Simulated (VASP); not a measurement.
Band structure of PbClF (space group P2_1). Calculation: LDA (Ceperley-Alder, Perdew-Zunger), VASP's LDA PAW potentials (set 64) (plane waves; VASP).

Unless said otherwise, spin-orbit coupling is left out, though it shifts the bands of the heavy elements here.

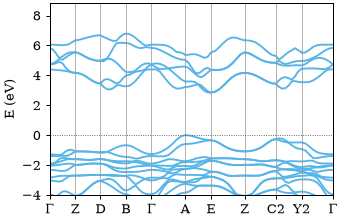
Bands along high-symmetry lines, zero at the valence-band maximum or, without a gap, the Fermi level

Read the plot: is there a gap, and where are the band edges?

The gap is indirect, 2.85 eV, from the valence maximum at A to the conduction minimum at E. (Edges off the drawn lines would not show.)

The structure comes from a computed database's PbClF entry (P2_1); how it stands against other phases isn't given here. It was relaxed first, which changed the volume by -15 %.
